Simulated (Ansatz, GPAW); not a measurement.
# A 6-layer slab of Ir(111): converging a work function

Wanted: a convergence study on the slab a 6-layer slab of Ir(111).

Calculated with GPAW 26.7.0 and Ansatz 0.2.0; Ansatz plane waves; slab in vacuum with a dipole correction, relaxation, in the first sound run; inputs show where later runs differ.

## Step 1: The starting structure

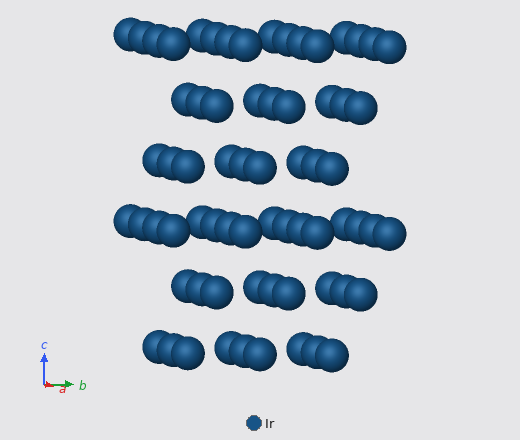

The starting structure, seen from the side, with the c axis up (iridium blue). 3×3×1 cells are drawn. Some periodic images of atoms are drawn too.

The cell holds 6 atoms: 6 Ir. Cell: a = 2.715 Å, b = 2.715 Å, c = 25.085 Å, α = 90.0°, β = 90.0°, γ = 60.0°. Vacuum lies along c.

## Step 2: Relaxation

Forces are removed first; all later runs use this geometry. The lowest 3 atoms are held at bulk positions and keep their forces.

Contents of input.yaml:

```yaml
crystal:
  lattice:
    - [2.7152900398, 0.0, 0.0]
    - [1.3576450199, 2.3515101531, 0.0]
    - [0.0, 0.0, 25.0851251684]
  atoms:
    - { symbol: Ir, position: [0.3333333333, 0.3333333333, 0.2790498334] }
    - { symbol: Ir, position: [0.6666666667, 0.6666666667, 0.3674299001] }
    - { symbol: Ir, position: [0.0, 0.0, 0.4558099667] }
    - { symbol: Ir, position: [0.3333333333, 0.3333333333, 0.5441900333] }
    - { symbol: Ir, position: [0.6666666667, 0.6666666667, 0.6325700999] }
    - { symbol: Ir, position: [0.0, 0.0, 0.7209501666] }
kpoints:
  mp_grid: { grid: [13, 13, 1] }
hamiltonian:
  xc: pbe
scf:
  occupations: { method: fermi_dirac, width: 0.1 }
efield:
  axis: 3
  dipole_correction: true
  ramp_width: 0.05
relax:
  f_tol: 0.02
  max_steps: 60
  constraints: [{ sites: [0, 1, 2] }]
output:
  write_potential: true
  write_density: true
  volumetric_format: npy
```

Launch:

```
$ ansatz run input.yaml --threads 2 --pin off --max-ram 4096MiB --backend cpu --events-out ev --progress --plain --runs-dir out
```

Numbers of over 12 decimals in the logs are rounded to 6 here.

The log of the run:

```text
Engine: ansatz 0.2.0, x86_64-unknown-linux-gnu
Pseudopotentials: kind: paw
Pseudopotential: Ir, paw, valence charge 17, recommended cutoff 420 eV (normal), Ir.paw.azcp
Functional definition: PBE
  parameter kappa = 0.804
  parameter beta = 0.066725
  exchange = pbe_x(kappa = kappa, mu = beta*pi^2/3)
  correlation = pbe_c(beta = beta)
Crystal: 6 atoms, lattice volume = 160.169 Å³
Basis set: ecut = 420 eV, 3149 PW (Γ), exchange–correlation on 40×40×360 points (8 copies of the dense FFT grid, shifted against one another)
Bands: 62, of which v1, the nominal top of the filled ones, is band 51 counted from 1 (50 counted from 0)
Symmetry: 6 space group operations
k-points: 21 of 169 (time reversal used)
Non-local potential: Ir, projectors of the file, l = 0: 3, l = 1: 2, l = 2: 2, l = 3: 1
PAW form: soft (Blöchl's): semilocal exchange-correlation on the pseudo side does not see the compensation charge
PAW one-centre angular grid: Ir, 590 points (default); XC on 64 Gauss nodes
Initial density: superposition of atomic densities (neutral atoms: chi_scale 0, normalization atom), corrected by the library's trained network
Initial wavefunctions: pseudopotential atomic-orbital guess
Functional: x = pbe(κ = 0.804, μ = 0.219515), c = pbe(β = 0.066725)
SCF iter   1: F=—  HF=-71610.177195 eV  |F-HF|=—  |Δ(HF+E_count)|=         —  Δρ=1.34e-2  dr2=5.04e0  ethr=1.77e-3  p=0.000 e·Å  D=2.79e-13 V/Å  ΔV_dip=-0.00 eV  dr2_dipole=7.16e-7  V_vac-E_F(+/−)=5.15/5.14 eV  ⟨swp⟩=7.7  Hψ=5607  notcnv=0  defer=9
efield: sawtooth ramp at fractional position 0.9750 (placed from the atoms, in the widest stretch of the axis that holds none; the zero of the levels goes with the place), width 0.0500; the density the first Hamiltonian is built on has a dipole p = 0.000 e·Å; the dipole correction subtracts the counter field D = 2.79e-13 V/Å, which shifts the + side's vacuum level by -0.00 eV against the − side's; the planar-averaged density in the ramp window peaks in size at 9.1e-5 e/Å³
preconditioner: auto → LDOS  [metal: Δε(μ)=0.011 eV  Ē_g=6.741 eV  σ=0.100 eV  W_gap=0.03  n_scr=20 (ndim 8)  ℏωp=21.6 eV  f_vac=0.423  D(μ)=6.59/eV (n_scr^D=50)  β→1.0]
SCF iter   2: F=—  HF=-71610.119739 eV  |F-HF|=—  |Δ(HF+E_count)|=   5.75e-2  Δρ=4.95e-3  dr2=2.61e-1  ethr=1.77e-3  p=-0.000 e·Å  D=-3.74e-5 V/Å  ΔV_dip=0.00 eV  dr2_dipole=2.19e-6  V_vac-E_F(+/−)=5.44/5.43 eV  ⟨swp⟩=1.9  Hψ=1539  notcnv=0  defer=13
SCF iter   3: F=—  HF=-71610.113415 eV  |F-HF|=—  |Δ(HF+E_count)|=   6.32e-3  Δρ=1.67e-3  dr2=1.57e-2  ethr=2.56e-4  p=-0.000 e·Å  D=-3.60e-7 V/Å  ΔV_dip=0.00 eV  dr2_dipole=6.84e-8  V_vac-E_F(+/−)=5.49/5.49 eV  ⟨swp⟩=2.0  Hψ=1365  notcnv=0  defer=18
SCF iter   4: F=—  HF=-71610.111781 eV  |F-HF|=—  |Δ(HF+E_count)|=   1.63e-3  Δρ=3.45e-4  dr2=1.19e-3  ethr=1.54e-5  p=-0.000 e·Å  D=-4.54e-6 V/Å  ΔV_dip=0.00 eV  dr2_dipole=2.73e-7  V_vac-E_F(+/−)=5.48/5.48 eV  ⟨swp⟩=2.0  Hψ=1911  notcnv=0  defer=18
SCF iter   5: F=—  HF=-71610.111767 eV  |F-HF|=—  |Δ(HF+E_count)|=   1.43e-5  Δρ=9.53e-5  dr2=2.86e-5  ethr=1.17e-6  p=0.000 e·Å  D=2.05e-6 V/Å  ΔV_dip=-0.00 eV  dr2_dipole=1.77e-9  V_vac-E_F(+/−)=5.49/5.49 eV  ⟨swp⟩=1.9  Hψ=1598  notcnv=0  defer=16
SCF iter   6: F=-71610.111768 eV  HF=-71610.111772 eV  |F-HF|=4.28e-6  |Δ(HF+E_count)|=   5.85e-6  Δρ=3.94e-5  dr2=5.69e-6  ethr=9.80e-9  p=-0.000 e·Å  D=-8.50e-7 V/Å  ΔV_dip=0.00 eV  dr2_dipole=3.84e-11  V_vac-E_F(+/−)=5.49/5.49 eV  ⟨swp⟩=14.3  Hψ=13587  notcnv=0
SCF 1 converged in 6 iterations: F = -71610.111768 eV  dr2 = 5.69e-6
  Residual-converged pass: ⟨swp⟩=1.0  Hψ=1387  notcnv=0  max |occ|·‖R‖ = 7.0e-9 eV (tolerance 1.0e-8 eV)  dr2=5.69e-6  dr2_onsite=8.13e-8  max |Δocc| = 9.3e-11
  greatest PAW one-centre occupation: 1.000 electrons in one spin orbital (limit 2), on the Ir atom at site 3 (counted from 0), in its partial waves of l = 0
relax step   1: F+E_penalty+E_count = -71610.11176814 eV  Δ(F+E_penalty+E_count) = +0.000e0 eV  max|allowed force component| = 3.469e-1 eV/Å  Δτ_max = 0.0000 Å  (6 SCF iters, dr2 threshold 1.00e-5 eV, accepted)
Initial density: handed on by an earlier stage of this run
Initial wavefunctions: those handed on with the density
iter 1 solved again at ethr=1.53e-4 eV; its pass at ethr=3.10e-3 eV (dr2=1.57e-1 eV) is discarded
SCF iter   1: F=—  HF=-71610.109776 eV  |F-HF|=—  |Δ(HF+E_count)|=         —  Δρ=8.58e-3  dr2=1.64e-1  ethr=1.53e-4  p=-0.000 e·Å  D=-5.66e-7 V/Å  ΔV_dip=0.00 eV  dr2_dipole=9.52e-2  V_vac-E_F(+/−)=5.50/5.50 eV  ⟨swp⟩=2.0  Hψ=5144  notcnv=0  defer=11
efield: sawtooth ramp at fractional position 0.9750 (handed on by an earlier solve), width 0.0500; the density the first Hamiltonian is built on has a dipole p = -0.000 e·Å; the dipole correction subtracts the counter field D = -5.66e-7 V/Å, which shifts the + side's vacuum level by +0.00 eV against the − side's; the planar-averaged density in the ramp window peaks in size at 4.3e-6 e/Å³
preconditioner: auto → LDOS  [metal: Δε(μ)=0.025 eV  Ē_g=6.695 eV  σ=0.100 eV  W_gap=0.06  n_scr=20 (ndim 8)  ℏωp=21.6 eV  f_vac=0.418  D(μ)=6.96/eV (n_scr^D=64)  β→1.0]
SCF iter   2: F=—  HF=-71610.108571 eV  |F-HF|=—  |Δ(HF+E_count)|=   1.21e-3  Δρ=1.96e-3  dr2=2.08e-2  ethr=1.53e-4  p=-0.001 e·Å  D=-5.91e-4 V/Å  ΔV_dip=0.01 eV  dr2_dipole=3.58e-3  V_vac-E_F(+/−)=5.49/5.48 eV  ⟨swp⟩=2.4  Hψ=2015  notcnv=0  defer=11
SCF iter   3: F=—  HF=-71610.110966 eV  |F-HF|=—  |Δ(HF+E_count)|=   2.40e-3  Δρ=2.17e-3  dr2=2.51e-2  ethr=2.04e-5  p=-0.000 e·Å  D=-4.37e-4 V/Å  ΔV_dip=0.01 eV  dr2_dipole=2.35e-3  V_vac-E_F(+/−)=5.49/5.48 eV  ⟨swp⟩=3.0  Hψ=2797  notcnv=0  defer=11
SCF iter   4: F=—  HF=-71610.105407 eV  |F-HF|=—  |Δ(HF+E_count)|=   5.56e-3  Δρ=6.01e-4  dr2=1.72e-3  ethr=2.04e-5  p=-0.000 e·Å  D=-3.21e-4 V/Å  ΔV_dip=0.01 eV  dr2_dipole=5.40e-4  V_vac-E_F(+/−)=5.49/5.48 eV  ⟨swp⟩=2.2  Hψ=1962  notcnv=0  defer=11
SCF iter   5: F=—  HF=-71610.105099 eV  |F-HF|=—  |Δ(HF+E_count)|=   3.09e-4  Δρ=1.44e-4  dr2=9.52e-5  ethr=1.68e-6  p=-0.000 e·Å  D=-1.94e-4 V/Å  ΔV_dip=0.00 eV  dr2_dipole=1.39e-5  V_vac-E_F(+/−)=5.49/5.48 eV  ⟨swp⟩=2.0  Hψ=1927  notcnv=0  defer=13
SCF iter   6: F=—  HF=-71610.105086 eV  |F-HF|=—  |Δ(HF+E_count)|=   1.30e-5  Δρ=4.91e-5  dr2=1.17e-5  ethr=9.33e-8  p=-0.000 e·Å  D=-7.50e-5 V/Å  ΔV_dip=0.00 eV  dr2_dipole=3.60e-7  V_vac-E_F(+/−)=5.48/5.48 eV  ⟨swp⟩=2.3  Hψ=2362  notcnv=0  defer=13
SCF iter   7: F=-71610.105084 eV  HF=-71610.105084 eV  |F-HF|=3.64e-9  |Δ(HF+E_count)|=   1.38e-6  Δρ=1.04e-5  dr2=1.80e-7  ethr=7.37e-9  p=-0.000 e·Å  D=-5.42e-5 V/Å  ΔV_dip=0.00 eV  dr2_dipole=6.95e-9  V_vac-E_F(+/−)=5.48/5.48 eV  ⟨swp⟩=13.5  Hψ=12135  notcnv=0
SCF 2 converged in 7 iterations: F = -71610.105084 eV  dr2 = 1.80e-7
  greatest PAW one-centre occupation: 1.000 electrons in one spin orbital (limit 2), on the Ir atom at site 1 (counted from 0), in its partial waves of l = 0
relax step   2: F+E_penalty+E_count = -71610.10508413 eV  Δ(F+E_penalty+E_count) = +6.684e-3 eV  max|allowed force component| = 4.383e-1 eV/Å  Δτ_max = 0.1405 Å  (7 SCF iters, dr2 threshold 7.52e-6 eV, rejected (line search))
SCF iter   1: F=—  HF=-71610.126573 eV  |F-HF|=—  |Δ(HF+E_count)|=         —  Δρ=5.31e-3  dr2=9.73e-2  ethr=5.89e-4  p=-0.000 e·Å  D=-5.44e-5 V/Å  ΔV_dip=0.00 eV  dr2_dipole=6.79e-2  V_vac-E_F(+/−)=5.48/5.48 eV  ⟨swp⟩=5.0  Hψ=3206  notcnv=0  defer=17
efield: sawtooth ramp at fractional position 0.9750 (handed on by an earlier solve), width 0.0500; the density the first Hamiltonian is built on has a dipole p = -0.000 e·Å; the dipole correction subtracts the counter field D = -5.44e-5 V/Å, which shifts the + side's vacuum level by +0.00 eV against the − side's; the planar-averaged density in the ramp window peaks in size at 4.8e-6 e/Å³
preconditioner: auto → LDOS  [metal: Δε(μ)=0.056 eV  Ē_g=6.735 eV  σ=0.100 eV  W_gap=0.14  n_scr=20 (ndim 8)  ℏωp=21.6 eV  f_vac=0.421  D(μ)=7.08/eV (n_scr^D=64)  β→1.0]
SCF iter   2: F=—  HF=-71610.125305 eV  |F-HF|=—  |Δ(HF+E_count)|=   1.27e-3  Δρ=1.07e-3  dr2=8.16e-3  ethr=9.54e-5  p=0.001 e·Å  D=8.47e-4 V/Å  ΔV_dip=-0.02 eV  dr2_dipole=2.35e-3  V_vac-E_F(+/−)=5.47/5.49 eV  ⟨swp⟩=1.9  Hψ=1875  notcnv=0  defer=17
SCF iter   3: F=—  HF=-71610.125939 eV  |F-HF|=—  |Δ(HF+E_count)|=   6.34e-4  Δρ=1.15e-3  dr2=7.31e-3  ethr=8.00e-6  p=0.000 e·Å  D=4.18e-4 V/Å  ΔV_dip=-0.01 eV  dr2_dipole=6.59e-4  V_vac-E_F(+/−)=5.48/5.49 eV  ⟨swp⟩=3.1  Hψ=2695  notcnv=0  defer=17
SCF iter   4: F=—  HF=-71610.124381 eV  |F-HF|=—  |Δ(HF+E_count)|=   1.56e-3  Δρ=3.93e-4  dr2=8.86e-4  ethr=7.17e-6  p=0.000 e·Å  D=3.28e-4 V/Å  ΔV_dip=-0.01 eV  dr2_dipole=3.12e-4  V_vac-E_F(+/−)=5.48/5.49 eV  ⟨swp⟩=2.1  Hψ=1849  notcnv=0  defer=17
SCF iter   5: F=—  HF=-71610.124253 eV  |F-HF|=—  |Δ(HF+E_count)|=   1.28e-4  Δρ=8.72e-5  dr2=4.61e-5  ethr=8.69e-7  p=0.000 e·Å  D=2.22e-4 V/Å  ΔV_dip=-0.01 eV  dr2_dipole=1.66e-5  V_vac-E_F(+/−)=5.48/5.49 eV  ⟨swp⟩=2.0  Hψ=1844  notcnv=0  defer=17
SCF iter   6: F=—  HF=-71610.124218 eV  |F-HF|=—  |Δ(HF+E_count)|=   3.45e-5  Δρ=2.66e-5  dr2=3.79e-6  ethr=4.52e-8  p=0.000 e·Å  D=1.35e-4 V/Å  ΔV_dip=-0.00 eV  dr2_dipole=5.67e-7  V_vac-E_F(+/−)=5.48/5.49 eV  ⟨swp⟩=2.3  Hψ=2144  notcnv=0  defer=17
SCF iter   7: F=—  HF=-71610.124218 eV  |F-HF|=—  |Δ(HF+E_count)|=   9.58e-8  Δρ=7.37e-6  dr2=1.01e-7  ethr=3.72e-9  p=0.000 e·Å  D=1.04e-4 V/Å  ΔV_dip=-0.00 eV  dr2_dipole=5.81e-9  V_vac-E_F(+/−)=5.49/5.49 eV  ⟨swp⟩=2.3  Hψ=2164  notcnv=0  defer=17
SCF iter   8: F=-71610.124218 eV  HF=-71610.124218 eV  |F-HF|=6.68e-9  |Δ(HF+E_count)|=   2.82e-8  Δρ=2.11e-6  dr2=1.33e-8  ethr=9.80e-11  p=0.000 e·Å  D=8.54e-5 V/Å  ΔV_dip=-0.00 eV  dr2_dipole=1.91e-10  V_vac-E_F(+/−)=5.49/5.49 eV  ⟨swp⟩=11.9  Hψ=10565  notcnv=0
SCF 3 converged in 8 iterations: F = -71610.124218 eV  dr2 = 1.33e-8
  greatest PAW one-centre occupation: 1.000 electrons in one spin orbital (limit 2), on the Ir atom at site 2 (counted from 0), in its partial waves of l = 0
relax step   3: F+E_penalty+E_count = -71610.12421820 eV  Δ(F+E_penalty+E_count) = -1.245e-2 eV  max|allowed force component| = 1.326e-2 eV/Å  Δτ_max = 0.0562 Å  (8 SCF iters, accepted)
NSCF: frozen V_eff on 21 k-points
the band table was solved once a step of the walk had ended and its energy, with any forces and stress, was formed, with the checks that follow a solve (6658 applications of the Hamiltonian). They found nothing against the state; the energy, forces and stress were not computed again (output.eigenvalues in the input reference)
WARN: The output density's exchange-correlation potential varies sharply where the density is thin. Do not read a vacuum level from v_tot or v_xc, or from such a field of the output density. On a cell that repeats whose density bears no net charge and no dipole along the vacuum's axis use v_es (v_loc + v_h of the components); under efield.dipole_correction with no amplitude use v_es + v_field, which holds any externa [...]
SCF converged after 8 iterations
Free energy (F): -71610.124218 eV
Harris-Foulkes:  -71610.124218 eV  (|F-HF|=6.68e-9)
Internal energy: -71609.893876 eV  (E = F + TS)
E sigma→0 (E₀):  -71610.009047 eV
Entropy (-TS):   -0.230342 eV (-38.390 meV/atom)
Fermi energy:    11.074963 eV
Dipole field:    D = 0.000106 V/Å  (p = 0.000094 e·Å, saw-weighted, corrected)
Work function:   Φ+ = 5.4863 eV   Φ− = 5.4890 eV
Levels:          The Fermi level and band energies are counted from a zero that moves with the ramp; work functions are not
--- Per-component energies (eV) ---
  E_band       = -1972.612114
  E_kinetic    = 3732.569429
  E_local      = -143654.279753  (includes V_loc(G=0)·N_el)
  E_nonlocal   = 436.881642
  E_hartree    = 70349.879963
  E_xc         = -1604.717349
  E_vxc        = -1796.304088  (∫ρ·V_xc dr)
  E_paw        = -55340.399414  (= ΣΔE_a)
  E_vpaw       = -1391.247330  (= ΣTr[D̂ρ^β])
  E_aug_tail   = 0.000331  (compensation charges beyond the density's cutoff)
  E_efield     = 0.000000  (sawtooth field / dipole correction)
  E_vefield    = -0.000243  (∫n·V_field dr)
  E_ewald      = 54470.171276
  E_smearing   = -0.230342  (= −TS)
  E_closure    = 0.000000  (closes the sum)
  Σ components = -71610.124218   (vs F -71610.124218, Δ=0.00e0)
--- Forces (eV/Å), atoms counted from 1 ---
  atom   1  Ir     0.00000000    -0.00000000     0.15232260
  atom   2  Ir    -0.00000000    -0.00000000    -0.28278969
  atom   3  Ir     0.00000000     0.00000000     0.10497810
  atom   4  Ir    -0.00000000    -0.00000000     0.01325792
  atom   5  Ir     0.00000000     0.00000000     0.00558740
  atom   6  Ir    -0.00000000     0.00000000     0.00660168
  max |Σ_I F_I| component: 4.20e-5 eV/Å
--- Band table (eV; the first three rows and the last of 21) ---
  k-point 0: bands = [... 47 lower, 9.8587, 9.8587, 9.8983, 9.8983, 10.2402, 10.2402, 10.7069, 10.8567, ... 7 higher]
  k-point 1: bands = [... 47 lower, 9.5262, 9.5782, 9.8578, 9.9520, 10.0862, 10.1574, 10.2870, 10.5516, ... 7 higher]
  k-point 2: bands = [... 47 lower, 8.9935, 9.2132, 9.3855, 9.5547, 9.8894, 10.0605, 10.3446, 10.8852, ... 7 higher]
  k-point 20: bands = [... 47 lower, 9.8446, 10.8433, 11.1049, 11.4518, 11.5713, 11.5928, 11.8406, 15.7185, ... 7 higher]
--- Relaxed structure (3 steps of the walk, 2 accepted, 0 SCFs on fresh bases) ---
  F+E_penalty+E_count = -71610.12421820 eV   max|allowed force component| = 1.326e-2 eV/Å
  atoms:
    - { symbol: Ir, position: [0.333333, 0.333333, 0.279050] }
    - { symbol: Ir, position: [0.666667, 0.666667, 0.3674299001] }
    - { symbol: Ir, position: [0.0, 0.0, 0.455810] }
    - { symbol: Ir, position: [0.333333, 0.333333, 0.545811] }
    - { symbol: Ir, position: [0.666667, 0.666667, 0.634810] }
    - { symbol: Ir, position: [1.794947478674836e-18, 0, 0.722466] }
```

Wall time 34 s (2 threads of Intel Xeon Platinum 8259CL at 2.50GHz (Skylake/Cascade Lake), shared host); peak memory 0.56 GiB.

Step by step:

```
step  energy less that of the first step (eV)  largest force component (eV/Å)
   1                                   0.0000                          0.3469
   2                                   0.0067                          0.4383
   3                                  -0.0124                          0.0133
```

Relaxation step 2 was tried and not accepted.

Forces are held to the 6 operations that the run works with; a distortion that breaks them can't arise in this run.

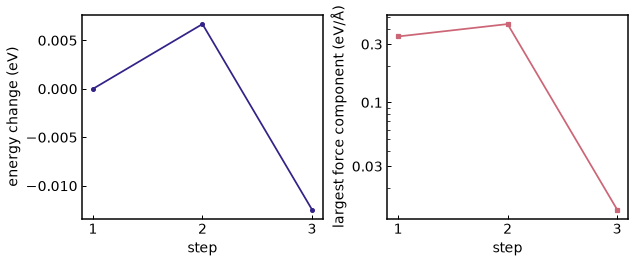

Energy and largest force along the relaxation.

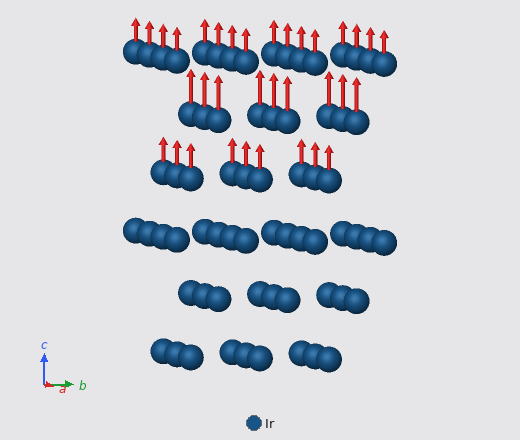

Displacements in the relaxation, exaggerated; the longest in the cell stands for 0.06 Å. 3×3×1 cells are drawn. Some periodic images of atoms are drawn too.

The atoms that moved most (Å):

```
atom     dx     dy     dz  length
 Ir5  0.000  0.000  0.056   0.056
 Ir4  0.000  0.000  0.041   0.041
 Ir6  0.000  0.000  0.038   0.038
```

The relaxed structure:

```xyz
6
Lattice="2.7153 0.0000 0.0000 1.3576 2.3515 0.0000 0.0000 0.0000 25.0851" Properties=species:S:1:pos:R:3
Ir    1.3576    0.7838    7.0000
Ir    2.7153    1.5677    9.2170
Ir    0.0000    0.0000   11.4341
Ir    1.3576    0.7838   13.6917
Ir    2.7153    1.5677   15.9243
Ir    0.0000    0.0000   18.1231
```

This step gave:

```yaml
free_energy: -71610.1242 eV
smearing_term_ts: 0.2303 eV
symmetry_operations: 6
upper_work_function: 5.486 eV
lower_work_function: 5.489 eV
dipole_along_the_normal: 9.40e-5 e·Å
dipole_field: 1.06e-4 V/Å
vacuum_level_above: 16.56 eV
vacuum_level_below: 16.56 eV
```

The electrostatic potential energy of an electron (with the applied field's), less the Fermi level, planar mean oscillates, so the rows of the table below give means over windows of 2.23 Å about each position, cut where the curve ends. Its maxima inside the range that stand out by 2 % of the span (Å: eV): 8.1: -1.77, 10.3: -2.04, 12.5: -1.63, 14.8: -1.91, 17.0: -2.01. Its minima: 7.0: -24.3, 9.2: -24.9, 11.4: -24.9, 13.7: -24.8, 15.9: -24.9, 18.1: -24.4.

Electrostatic potential energy of an electron (with the applied field's), less the Fermi level, planar mean against z; means over each step:

```
z (Å)  electrostatic potential energy of an electron (with the applied field's), less the Fermi level, planar mean (eV)
 1.11                                                                                                              5.49
 3.34                                                                                                              5.48
 5.57                                                                                                           -0.0779
 7.80                                                                                                             -13.3
10.03                                                                                                             -13.6
12.26                                                                                                             -13.1
14.49                                                                                                             -13.4
16.72                                                                                                             -13.7
18.95                                                                                                             -7.61
21.18                                                                                                              5.42
23.41                                                                                                              5.49
```

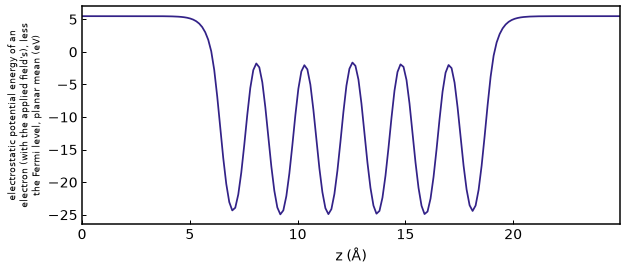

Electrostatic potential energy of an electron (with the applied field's), less the Fermi level, planar mean, plotted against z.

The valence density, planar mean oscillates, so the rows of the table below give means over windows of 2.23 Å about each position, cut where the curve ends. Its maxima inside the range that stand out by 2 % of the span (Å: e/Å³): 7.0: 2.21, 9.2: 2.22, 11.4: 2.22, 13.7: 2.21, 15.9: 2.22, 18.1: 2.21. Its minima: 8.1: 0.384, 10.3: 0.381, 12.5: 0.359, 14.8: 0.374, 17.0: 0.392.

Valence density, planar mean against z; means over each step:

```
z (Å)  valence density, planar mean (e/Å³)
 1.11                                    0
 3.34                               5.4e-4
 5.57                                0.310
 7.80                                 1.20
10.03                                 1.20
12.26                                 1.17
14.49                                 1.19
16.72                                 1.22
18.95                                0.861
21.18                              0.00277
23.41                               6.2e-6
```

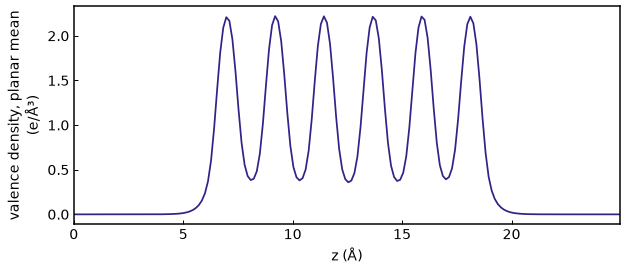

Valence density, planar mean, plotted against z.

The relaxation lowered the energy of the cell by 0.0125 eV.

[end of part 1 of 3]

[Logs are printed without paths, hosts, clocks, repeated set-up lines and the standing remarks that a program may print on its own settings, such as how far it seeks lower states.]

[Hosts, paths, dates, database ids (printed as entryN), source tags and the programs' standing remarks are cut or masked in the printed files.]
